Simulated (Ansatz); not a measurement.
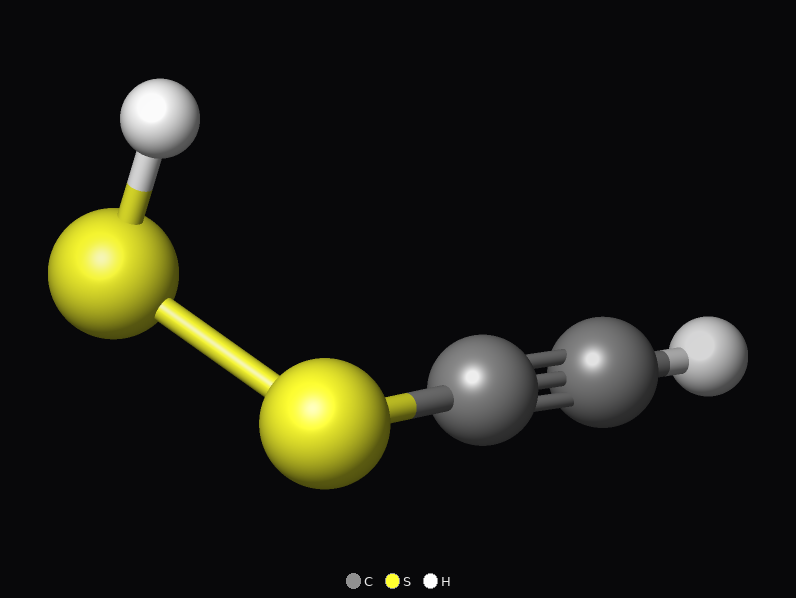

Rendered structure (ball-and-stick style). Double and triple bonds are drawn as two and three sticks.

Question: Count the atoms of each element.

Answer: C2H2S2, 6 atoms: 2 carbon, 2 hydrogen and 2 sulfur.

Question: What is its SMILES?

Answer: C#CSS

Question: Which point group does it belong to?

Answer: C1.

Question: How many sets of symmetry-equivalent atoms are there?

Answer: 6: 1 C, 1 C, 1 S, 1 S, 1 H, 1 H.

The parts below concern this one geometry. Atoms keep their numbers from picture to picture. The computed structure is the end point of a PBE0-D4/def2-TZVP optimisation. No frequency run is at hand to confirm it as a minimum.

## Shape

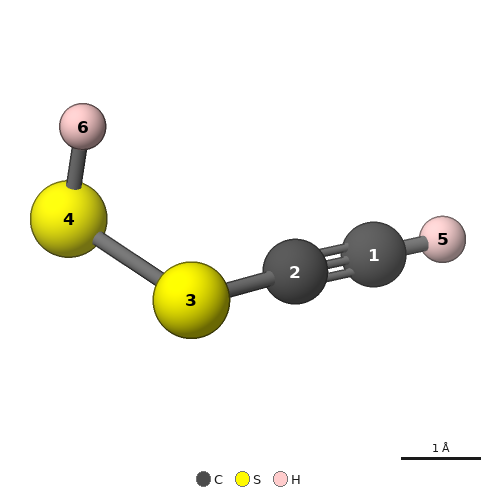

Atoms carry their numbers in the input. No frequency run is at hand to confirm it as a minimum.

List the bonds and their lengths.

```json
{"bond": "C1–C2", "length (Å)": "1.205", "order": "triple"}
{"bond": "C1–H5", "length (Å)": "1.064", "order": "single"}
{"bond": "C2–S3", "length (Å)": "1.676", "order": "single"}
{"bond": "S3–S4", "length (Å)": "2.055", "order": "single"}
{"bond": "S4–H6", "length (Å)": "1.347", "order": "single"}
```

## Dipole moment

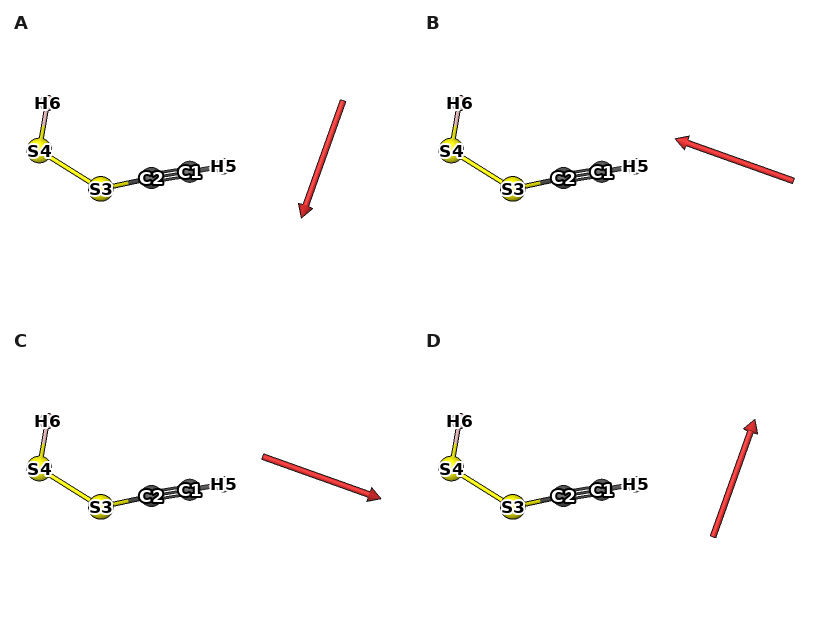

The same molecule four times, each with an arrow. No frequency run is at hand to confirm it as a minimum. Method: RKS PBE0-D4/def2-TZVP (Ansatz 0.2.0).

Question: Which arrow points along the dipole moment, from the negative to the positive end?

Answer: D. The dipole moment is 1.14 D; it points from the side of S3 to the side of H5 (the outermost atoms at the two ends).

## Electronic properties

No frequency run is at hand to confirm it as a minimum. Method: RKS PBE0-D4/def2-TZVPP (Ansatz 0.2.0).

Question: What is the HOMO energy (Kohn–Sham orbital)?

Answer: −7.03 eV.

Question: Give the LUMO energy (Kohn–Sham orbital) at this level.

Answer: −1.58 eV.

## Charges

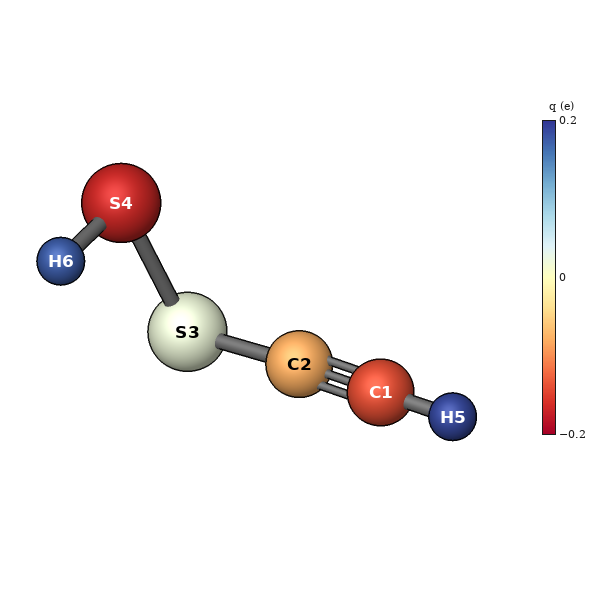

Atoms are coloured by their Mulliken charges. No frequency run is at hand to confirm it as a minimum. Properties computed with RKS PBE0-D4/def2-TZVP (Ansatz 0.2.0).

Question: Which atom carries the highest charge (most positive or least negative)?

Answer: H5 (0.19 e).

Question: And the lowest?

Answer: S4 (−0.16 e).

Give the Mulliken charges atom by atom.

```
atom  value (e)
  C1      −0.14
  C2      −0.08
  S3       0.02
  S4      −0.16
  H5       0.19
  H6       0.17
```

Mulliken values depend strongly on the basis set and can even reverse the polarity of a bond.
